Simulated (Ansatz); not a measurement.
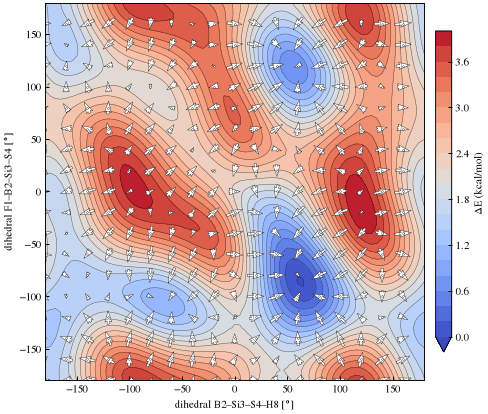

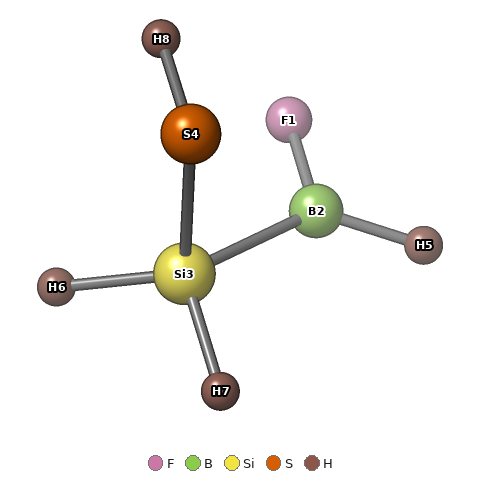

Energy landscape of BFH₄SSi, SMILES FB[SiH2]S. First axis: dihedral B2–Si3–S4–H8. Second axis: dihedral F1–B2–Si3–S4. Nothing is relaxed (all other coordinates rigid). Grid: 18 × 18 points. Points are written as (first, second). Energies are in kcal/mol, from the lowest grid point. Computed with RKS PBE0-D4/def2-SVP in Ansatz.

The picture shows filled contours, dots at the grid points, arrows along the force (downhill), their lengths compressed. Between grid points the surface is interpolated. The second picture is the structure at the lowest point.

Q: Summarise what can be read from the map.

A: The lowest grid point is at (60°, −80°). There are further wells near (60°, 120°) (0.65 kcal/mol above the lowest at that grid point); (−80°, −100°) (1.10 kcal/mol above the lowest at that grid point); (−180°, −140°) (1.34 kcal/mol above the lowest at that grid point). The highest grid point, (120°, −20°), lies 3.97 kcal/mol above the lowest. On the interpolated surface the easiest way out of the lowest well to the well at about (−180°, −130°) passes a barrier of about 1.9 kcal/mol. Round the minimum the valley is somewhat tilted: raising dihedral B2–Si3–S4–H8 shifts the best value of dihedral F1–B2–Si3–S4 downwards (coupling k₁₂/√(k₁₁k₂₂) about 0.3).

The input of one point:

```yaml
crystal:
  periodic: [false, false, false]
  atoms:
    - { symbol: F, position_ang: [-1.730485, -1.254235, 0.551426] }
    - { symbol: B, position_ang: [-0.792661, -0.443051, 1.013668] }
    - { symbol: Si, position_ang: [0.177295, 0.799026, -0.261732] }
    - { symbol: S, position_ang: [1.63228, -0.536712, -1.159897] }
    - { symbol: H, position_ang: [-0.482942, -0.571435, 2.180347] }
    - { symbol: H, position_ang: [-0.676384, 1.462489, -1.29582] }
    - { symbol: H, position_ang: [1.005552, 1.826424, 0.43404] }
    - { symbol: H, position_ang: [0.705042, -1.377843, -1.670424] }
basis:
  gaussian: { orbitals: def2-SVP }
hamiltonian:
  xc: pbe0
  dispersion: d4
output:
  forces: true
```

Time for the 324 points that were run: 14 min on 1 thread of Arm Neoverse V2, on a shared host.
